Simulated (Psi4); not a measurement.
# BCNClO− (SMILES O=BCl.[C-]#N) at MP2.5/6-31G(d) (density fitting, density fitting for correlation, Cartesian functions, counterpoise vmfc, fragments set)

We compute the interaction energy of BCNClO−. Input form: a Python script.

The results are computed with Psi4 1.11.

5 further runs of the same task are left out: 5 set aside as unsound or not needed. Runs told in other sessions of the task aren't counted.

## (1) The structure to begin with

The species is BCNClO− (5 atoms), meant as a singlet with charge -1. As SMILES, `O=BCl.[C-]#N`. The parts were moved apart from a relaxed complex, to 1.15 times its contact distance, each keeping its shape in the complex.

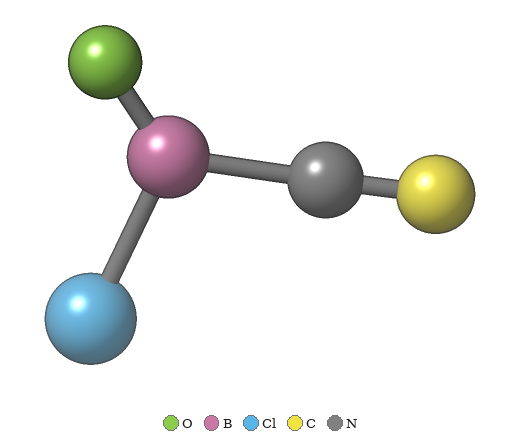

Viewed from a chosen angle; oxygen green, boron pink, chlorine blue, carbon yellow, nitrogen grey.

## (2) The interaction energy at MP2.5/6-31G(d) (density fitting, density fitting for correlation, Cartesian functions, counterpoise vmfc, fragments set)

File cbclno.py:

```python
import psi4

psi4.set_memory(1600000000)
psi4.set_num_threads(1)
psi4.set_output_file('psi4.out', False)

mol = psi4.geometry("""
0 1
O     -0.018810     1.508000     0.921130
B     -0.196530     0.487170     0.248690
Cl    -1.936790     0.005940    -0.500010
--
-1 1
C      1.607190    -1.564580    -0.545050
N      0.857300    -0.726970    -0.221980
symmetry c1
no_reorient
no_com
""")

psi4.set_options(dict(basis='6-31G*', reference='rhf', freeze_core='true'))

result, w = psi4.energy("mp2.5", bsse_type='vmfc', molecule=mol, return_wfn=True)
print(f'mp2.5 energy: {result:.10f} Eh')
for k, v in sorted(psi4.core.scalar_variables().items()):
    print(f'{k:45s} {v:18.10f}')
```

On the command line:

```sh
$ python cbclno.py
```

psi4.out:

```text
Psi4 1.11 release

  //>>>>>>>>>>>>>>>>>>>>>>>>>>>>>>>>>>>//
  //   ManyBody Setup: N-Body Levels 2 //
  //<<<<<<<<<<<<<<<<<<<<<<<<<<<<<<<<<<<//

    Model chemistry "(auto)" (§A):          5
        Number of 1-body computations:      4 (nocp: 2, cp: 2, vmfc_compute: 4)
        Number of 2-body computations:      1 (nocp: 1, cp: 1, vmfc_compute: 1)

    -----------------------------------------------------------------------
                               Psi4 1.11 release

    h
    h
    h

    -----------------------------------------------------------------------

    Memory:     1.5 GiB
    Threads:    1
                ecpint, einsums, f̶o̶r̶t̶e̶, gauxc, gcp, g̶d̶m̶a̶, geometric, g̶p̶u̶_̶d̶f̶c̶c̶,
                i̶n̶t̶e̶g̶r̶a̶t̶o̶r̶x̶x̶, i̶p̶i̶, libefp, m̶d̶i̶, m̶p̶2̶d̶, m̶r̶c̶c̶, ooo,
                o̶p̶e̶n̶f̶e̶r̶m̶i̶o̶n̶p̶s̶i̶4̶, pcmsolver, p̶s̶i̶4̶f̶o̶c̶k̶c̶i̶, p̶s̶i̶x̶a̶s̶,
                p̶y̶e̶i̶n̶s̶u̶m̶s̶, r̶e̶s̶p̶, s̶i̶m̶i̶n̶t̶, s̶n̶s̶m̶p̶2̶,
                v̶2̶r̶d̶m̶_̶c̶a̶s̶s̶c̶f̶

    Information: MP2.5 default algorithm changed to DF in August 2020. Use `set mp_type conv` for previous behavior.
    For method 'MP2.5', SCF Algorithm Type (re)set to DISK_DF.

   => Loading Basis Set <=

    Name: 6-31G*
    Role: ORBITAL
    Keyword: BASIS

         ---------------------------------------------------------
                                   SCF
                              RHF Reference
                        1 Threads,   1525 MiB Core
         ---------------------------------------------------------

  ==> Geometry <==

    Molecular point group: c1
    Full point group: C1

    Geometry (in Bohr), charge = 0, multiplicity = 1:

       Center              X                  Y                   Z               Mass
    ------------   -----------------  -----------------  -----------------  -----------------
         O           -0.035545748420     2.849706997190     1.740683425943    15.994914619570
         B           -0.371387875436     0.920617876539     0.469955990140    11.009305360000
         CL          -3.660002662526     0.011224973185    -0.944881959990    34.968852682000

  Running in c1 symmetry.

  Rotational constants: A =      0.32103  B =      0.11949  C =      0.08708 [cm^-1]
  Rotational constants: A =   9624.37255  B =   3582.30306  C =   2610.60552 [MHz]
  Nuclear repulsion =   65.664970306804491

  Charge       = 0
  Multiplicity = 1
  Electrons    = 30
  Nalpha       = 15
  Nbeta        = 15

  ==> Algorithm <==

  SCF Algorithm Type is DISK_DF.
  DIIS enabled.
  MOM disabled.
  Fractional occupation disabled.
  Guess Type is SAD.
  Energy threshold   = 1.00e-08
  Density threshold  = 1.00e-08
  Integral threshold = 1.00e-12

  ==> Primary Basis <==

  Basis Set: 6-31G*
    Blend: 6-31G*
    Number of shells: 20
    Number of basis functions: 49
    Number of Cartesian functions: 49
    Spherical Harmonics?: false
    Max angular momentum: 2

   => Loading Basis Set <=

    Name: (6-31G* AUX)
    Role: JKFIT
    Keyword: DF_BASIS_SCF

  ==> Integral Setup <==

  ==> DiskDFJK: Density-Fitted J/K Matrices <==

    J tasked:                  Yes
    K tasked:                  Yes
    wK tasked:                  No
    Integrals threads:           1
    Memory [MiB]:             1144
    Algorithm:                Core
    Integral Cache:           SAVE
    Schwarz Cutoff:          1E-12
    Fitting Condition:       1E-10

   => Auxiliary Basis Set <=

  Basis Set: (6-31G* AUX)
    Blend: CC-PVDZ-JKFIT
    Number of shells: 84
    Number of basis functions: 292
    Number of Cartesian functions: 292
    Spherical Harmonics?: false
    Max angular momentum: 3

  Minimum eigenvalue in the overlap matrix is 9.9816214388E-03.
  Reciprocal condition number of the overlap matrix is 1.8176761819E-03.
    Using symmetric orthogonalization.

  ==> Pre-Iterations <==

  SCF Guess: Superposition of Atomic Densities via on-the-fly atomic UHF (no occupation information).

   -------------------------
    Irrep   Nso     Nmo
   -------------------------
     A         49      49
   -------------------------
    Total      49      49
   -------------------------

  ==> Iterations <==

                           Total Energy        Delta E     RMS |[F,P]|

   @DF-RHF iter SAD:  -558.05571799431254   -5.58056e+02   0.00000e+00
   @DF-RHF iter   1:  -558.84869528123886   -7.92977e-01   1.20828e-02 ADIIS/DIIS
   @DF-RHF iter   2:  -558.85891072818788   -1.02154e-02   1.34258e-02 ADIIS/DIIS
   @DF-RHF iter   3:  -559.02610499703701   -1.67194e-01   7.03631e-04 ADIIS/DIIS
   @DF-RHF iter   4:  -559.02746923748134   -1.36424e-03   3.47009e-04 ADIIS/DIIS
   @DF-RHF iter   5:  -559.02778759215710   -3.18355e-04   1.34117e-04 ADIIS/DIIS
   @DF-RHF iter   6:  -559.02786534321206   -7.77511e-05   4.07672e-05 DIIS
   @DF-RHF iter   7:  -559.02787740683300   -1.20636e-05   1.95209e-05 DIIS
   @DF-RHF iter   8:  -559.02788078383196   -3.37700e-06   7.02759e-06 DIIS
   @DF-RHF iter   9:  -559.02788120599212   -4.22160e-07   1.99777e-06 DIIS
   @DF-RHF iter  10:  -559.02788123548703   -2.94949e-08   6.45189e-07 DIIS
   @DF-RHF iter  11:  -559.02788123815333   -2.66630e-09   2.15072e-07 DIIS
   @DF-RHF iter  12:  -559.02788123846040   -3.07068e-10   5.11456e-08 DIIS
   @DF-RHF iter  13:  -559.02788123847438   -1.39835e-11   1.10835e-08 DIIS
   @DF-RHF iter  14:  -559.02788123847483   -4.54747e-13   3.94489e-09 DIIS
  Energy and wave function converged.

  ==> Post-Iterations <==

    Orbital Energies [Eh]
    ---------------------

    Doubly Occupied:

[... 21 lines left out ...]
  @DF-RHF Final Energy:  -559.02788123847483
[... 6 lines left out ...]
    Total Energy =                       -559.0278812384747198
[... 58 lines left out ...]
  DIE_IF_NOT_CONVERGED          => (empty)
[... 30 lines left out ...]
  MBIS_D_CONVERGENCE            => (empty)
[... 70 lines left out ...]
	For this residual convergence, default PCG convergence is:     1.00e-07
[... 38 lines left out ...]
	DF-MP3 Total Energy (a.u.)         :  -559.42845938613209
[... 93 lines left out ...]
   @DF-RHF iter   1:   -92.22295360342419   -9.87559e-01   1.16272e-02 ADIIS/DIIS
[... 3 lines left out ...]
   @DF-RHF iter   5:   -92.28535068949512   -3.47352e-05   4.49708e-05 DIIS
[... 3 lines left out ...]
   @DF-RHF iter   9:   -92.28535217344343   -4.21494e-11   1.62289e-08 DIIS
[... 11 lines left out ...]
  @DF-RHF Final Energy:   -92.28535217344370
[... 6 lines left out ...]
    Total Energy =                        -92.2853521734436981
[... 58 lines left out ...]
  DIE_IF_NOT_CONVERGED          => (empty)
[... 30 lines left out ...]
  MBIS_D_CONVERGENCE            => (empty)
[... 70 lines left out ...]
	For this residual convergence, default PCG convergence is:     1.00e-07
[... 38 lines left out ...]
	DF-MP3 Total Energy (a.u.)         :   -92.56285572068815
[... 96 lines left out ...]
   @DF-RHF iter   1:  -651.33114823235690   -1.60581e+00   7.45657e-03 ADIIS/DIIS
[... 3 lines left out ...]
   @DF-RHF iter   5:  -651.47565834620355   -1.53205e-04   7.85148e-05 DIIS
[... 3 lines left out ...]
   @DF-RHF iter   9:  -651.47570053358402   -7.24598e-08   6.93632e-07 DIIS
[... 3 lines left out ...]
   @DF-RHF iter  13:  -651.47570053857851   -2.50111e-12   6.59824e-09 DIIS
[... 14 lines left out ...]
    Nuclear Repulsion Energy =            154.8030668473317064
[... 17 lines left out ...]
 Dipole X            :         35.0990402          -34.7980216            0.3010186
[... 53 lines left out ...]
  E_CONVERGENCE                 => 1e-06           !
[... 51 lines left out ...]
  PCG_CONVERGENCE               => (empty)
[... 40 lines left out ...]
	For this energy convergence, default residual convergence is:     3.16e-07
[... 39 lines left out ...]
	DF-MP2.5 Total Energy (a.u.)       :  -652.14125627276894
[... 59 lines left out ...]
   @DF-RHF iter   2:  -558.86021679245755   -1.02546e-02   8.32750e-03 ADIIS/DIIS
[... 3 lines left out ...]
   @DF-RHF iter   6:  -559.02897149602745   -8.01605e-05   2.56986e-05 DIIS
[... 3 lines left out ...]
   @DF-RHF iter  10:  -559.02898790046424   -3.18024e-08   4.12108e-07 DIIS
[... 3 lines left out ...]
  Energy and wave function converged.
[... 14 lines left out ...]
    One-Electron Energy =                -901.8424332391909957
[... 17 lines left out ...]
 Dipole Y            :        -28.5001645           27.5915699           -0.9085946
[... 69 lines left out ...]
  LS_THC_WEIGHTS_TOLERANCE      => (empty)
[... 57 lines left out ...]
  RMS_MOGRAD_CONVERGENCE        => (empty)
[... 45 lines left out ...]
	DF-MP2 Total Energy (a.u.)         :  -559.42993659126478
[... 67 lines left out ...]
                           Total Energy        Delta E     RMS |[F,P]|
[... 4 lines left out ...]
   @DF-RHF iter   3:   -92.29108429258372   -2.33606e-02   4.60188e-04 ADIIS/DIIS
[... 3 lines left out ...]
   @DF-RHF iter   7:   -92.29175145529923   -9.32176e-08   6.65201e-07 DIIS
[... 3 lines left out ...]
   @DF-RHF iter  11:   -92.29175145827247   -3.12639e-12   2.51337e-09 DIIS
[... 31 lines left out ...]
    Nuclear Repulsion Energy =             19.0002711830814768
[... 17 lines left out ...]
 Dipole X            :        -31.8027304           29.5633290           -2.2394013
[... 53 lines left out ...]
  E_CONVERGENCE                 => 1e-06           !
[... 11 lines left out ...]
  LS_THC_DF                     => (empty)
  LS_THC_PRUNING_SCHEME         => (empty)
  LS_THC_RADIAL_POINTS          => (empty)
  LS_THC_SPHERICAL_POINTS       => (empty)
  LS_THC_S_EPSILON              => (empty)
  LS_THC_WEIGHTS_TOLERANCE      => (empty)
  MAT_NUM_COLUMN_PRINT          => (empty)
  MAX_MOGRAD_CONVERGENCE        => (empty)
  MAX_RADIAL_MOMENT             => (empty)
  MBIS_D_CONVERGENCE            => (empty)
  MBIS_MAXITER                  => (empty)
  MBIS_PRUNING_SCHEME           => (empty)
  MBIS_RADIAL_POINTS            => (empty)
  MBIS_SPHERICAL_POINTS         => (empty)
  MOLDEN_WITH_VIRTUAL           => (empty)
  MOLDEN_WRITE                  => (empty)
  MO_DIIS_NUM_VECS              => (empty)
  MO_MAXITER                    => (empty)
  MO_STEP_MAX                   => (empty)
  MP2_AMP_TYPE                  => (empty)
  MP2_OS_SCALE                  => (empty)
  MP2_SOS_SCALE                 => (empty)
  MP2_SOS_SCALE2                => (empty)
  MP2_SS_SCALE                  => (empty)
  MP2_TYPE                      => (empty)
  MP_TYPE                       => (empty)
  NAT_ORBS                      => FALSE           !
  NUM_FROZEN_DOCC               => (empty)
  NUM_FROZEN_UOCC               => (empty)
  NUM_GPUS                      => (empty)
  OCC_ORBS_PRINT                => (empty)
  OEPROP                        => (empty)
  OO_SCALE                      => (empty)
  OPT_METHOD                    => (empty)
  ORBITAL_OPTIMIZER_PACKAGE     => (empty)
  ORB_OPT                       => FALSE           !
  ORB_RESP_SOLVER               => (empty)
  ORTH_TYPE                     => (empty)
  PARENT_SYMMETRY               => (empty)
  PCG_BETA_TYPE                 => (empty)
  PCG_CONVERGENCE               => (empty)
  PCG_MAXITER                   => (empty)
  PCM                           => (empty)
  PE                            => (empty)
  PPL_TYPE                      => (empty)
  PRINT                         => (empty)
  PRINT_NOONS                   => (empty)
  PROPERTIES                    => (empty)
  PROPERTIES_ORIGIN             => (empty)
  PUREAM                        => (empty)
  QCHF                          => (empty)
  QC_MODULE                     => (empty)
  RAS1                          => (empty)
  RAS2                          => (empty)
  RAS3                          => (empty)
  RAS4                          => (empty)
  READ_SCF_3INDEX               => (empty)
  REGULARIZATION                => (empty)
  REG_PARAM                     => (empty)
  RELATIVISTIC                  => (empty)
  REMP_A                        => (empty)
  RESTRICTED_DOCC               => (empty)
  RESTRICTED_UOCC               => (empty)
  RMS_MOGRAD_CONVERGENCE        => (empty)
  R_CONVERGENCE                 => (empty)
  SCF_TYPE                      => DISK_DF         !
  SCREENING                     => (empty)
  SCS_TYPE                      => (empty)
  SOCC                          => (empty)
  SOS_TYPE                      => (empty)
  TRIPLES_IABC_TYPE             => (empty)
  WFN                           => (empty)
  WFN_TYPE                      => DF-OMP2.5       !
  WRITER_FILE_LABEL             => (empty)
  ZORA_BASIS_TOLERANCE          => (empty)
  ZORA_NR_DEBUG                 => (empty)
  ZORA_PRUNING_SCHEME           => (empty)
  ZORA_RADIAL_POINTS            => (empty)
  ZORA_SPHERICAL_POINTS         => (empty)

	For this residual convergence, default PCG convergence is:     1.00e-07
	For this energy convergence, default residual convergence is:     3.16e-07

 ==============================================================================
 ==============================================================================
 ==============================================================================

                    DF-MP2.5

 ==============================================================================
 ==============================================================================
 ==============================================================================

	MO spaces...

	 FC   OCC   VIR   FV
	----------------------
	  2    5    72    0

	Number of basis functions in the DF-CC basis: 300

	Total memory requirement for DF+CC int:     16.70 MB

	Computing DF-MP2 energy ...
	=======================================================================
	Nuclear Repulsion Energy (a.u.)    :    19.00027118308148
	DF-HF Energy (a.u.)                :   -92.29175145827247
	REF Energy (a.u.)                  :   -92.29175145827247
	DF-MP2 Correlation Energy (a.u.)   :    -0.28194615611118
	DF-MP2 Total Energy (a.u.)         :   -92.57369761438366
	=======================================================================

	=======================================================================
	================ MP2.5 FINAL RESULTS ==================================
	=======================================================================
	Nuclear Repulsion Energy (a.u.)    :    19.00027118308148
	SCF Energy (a.u.)                  :   -92.29175145827247
	REF Energy (a.u.)                  :   -92.29175145827247
	DF-MP3 Correlation Energy (a.u.)   :    -0.28239126253456
	DF-MP3 Total Energy (a.u.)         :   -92.57414272080703
	DF-MP2.5 Correlation Energy (a.u.) :    -0.28216870932288
	DF-MP2.5 Total Energy (a.u.)       :   -92.57392016759535
	=======================================================================

	total time  =          1 seconds =       0.02 minutes

    Psi4 run time: 0:00:01.04

  //>>>>>>>>>>>>>>>>>>>>>>>>>>>>>>>>>>>//
  //          ManyBody Results         //
  //<<<<<<<<<<<<<<<<<<<<<<<<<<<<<<<<<<<//

   ==> N-Body: Valiron-Mayer Function Counterpoise (VMFC) energies <==

              MC n-Body  Total Energy            Interaction Energy                          N-body Contribution to Interaction Energy
                         [Eh]                    [Eh]                  [kcal/mol]            [Eh]                  [kcal/mol]
              §A  1     -651.989677508237        0.000000000000        0.000000000000        0.000000000000        0.000000000000
     FULL/RTN §A  2     -652.126391914055       -0.136714405818      -85.789584852446       -0.136714405818      -85.789584852446

   MC Legend: §A: "(auto)"

   ==> N-Body: Non-Counterpoise Corrected (NoCP) energies <==

              MC n-Body  Total Energy            Interaction Energy                          N-body Contribution to Interaction Energy
                         [Eh]                    [Eh]                  [kcal/mol]            [Eh]                  [kcal/mol]
              §A  1     -651.989677508237        0.000000000000        0.000000000000        0.000000000000        0.000000000000
     FULL/RTN §A  2     -652.141256272769       -0.151578764532      -95.117110767194       -0.151578764532      -95.117110767194

   MC Legend: §A: "(auto)"

   ==> N-Body: Counterpoise Corrected (CP) energies <==

              MC n-Body  Total Energy            Interaction Energy                          N-body Contribution to Interaction Energy
                         [Eh]                    [Eh]                  [kcal/mol]            [Eh]                  [kcal/mol]
              §A  1     -651.989677508237        0.000000000000        0.000000000000        0.000000000000        0.000000000000
     FULL/RTN §A  2     -652.126391914055       -0.136714405818      -85.789584852446       -0.136714405818      -85.789584852446

   MC Legend: §A: "(auto)"

[set-up sections that repeat, and orbital energies of the middle runs, are left out above]
```

On the terminal:

```text
mp2.5 energy: -0.1367144058 Eh
CALCINFO NATOM                                      5.0000000000
CALCINFO NFR                                        2.0000000000
CALCINFO NMC                                        1.0000000000
CP-CORRECTED 2-BODY CONTRIBUTION TO ENERGY         -0.1367144058
CP-CORRECTED INTERACTION ENERGY                    -0.1367144058
CP-CORRECTED INTERACTION ENERGY THROUGH 1-BODY       0.0000000000
CP-CORRECTED INTERACTION ENERGY THROUGH 2-BODY      -0.1367144058
CP-CORRECTED TOTAL ENERGY                        -652.1263919141
CP-CORRECTED TOTAL ENERGY THROUGH 1-BODY         -651.9896775082
CP-CORRECTED TOTAL ENERGY THROUGH 2-BODY         -652.1263919141
CURRENT ENERGY                                     -0.1367144058
N-BODY (1)@(1) TOTAL ENERGY                      -559.4277295448
N-BODY (1)@(1, 2) TOTAL ENERGY                   -559.4306216994
N-BODY (1, 2)@(1, 2) TOTAL ENERGY                -652.1412562728
N-BODY (2)@(1, 2) TOTAL ENERGY                    -92.5739201676
N-BODY (2)@(2) TOTAL ENERGY                       -92.5619479634
NBODY NUMBER                                        5.0000000000
NOCP-CORRECTED 2-BODY CONTRIBUTION TO ENERGY       -0.1515787645
NOCP-CORRECTED INTERACTION ENERGY                  -0.1515787645
NOCP-CORRECTED INTERACTION ENERGY THROUGH 1-BODY       0.0000000000
NOCP-CORRECTED INTERACTION ENERGY THROUGH 2-BODY      -0.1515787645
NOCP-CORRECTED TOTAL ENERGY                      -652.1412562728
NOCP-CORRECTED TOTAL ENERGY THROUGH 1-BODY       -651.9896775082
NOCP-CORRECTED TOTAL ENERGY THROUGH 2-BODY       -652.1412562728
NUCLEAR REPULSION ENERGY                          154.8030668473
VMFC-CORRECTED 2-BODY CONTRIBUTION TO ENERGY       -0.1367144058
VMFC-CORRECTED INTERACTION ENERGY                  -0.1367144058
VMFC-CORRECTED INTERACTION ENERGY THROUGH 1-BODY       0.0000000000
VMFC-CORRECTED INTERACTION ENERGY THROUGH 2-BODY      -0.1367144058
VMFC-CORRECTED TOTAL ENERGY                      -652.1263919141
VMFC-CORRECTED TOTAL ENERGY THROUGH 1-BODY       -651.9896775082
VMFC-CORRECTED TOTAL ENERGY THROUGH 2-BODY       -652.1263919141
```

It took 7.2 s on 1 thread of Intel Xeon at 2.60GHz (Ice Lake), shared host; peak memory 0.25 GiB.

## (3) Results

Level: MP2.5/6-31G* (density fitting, density fitting for correlation, Cartesian functions, counterpoise vmfc, fragments set).

| quantity | value |
| --- | --- |
| interaction energy | -358.94 kJ/mol |
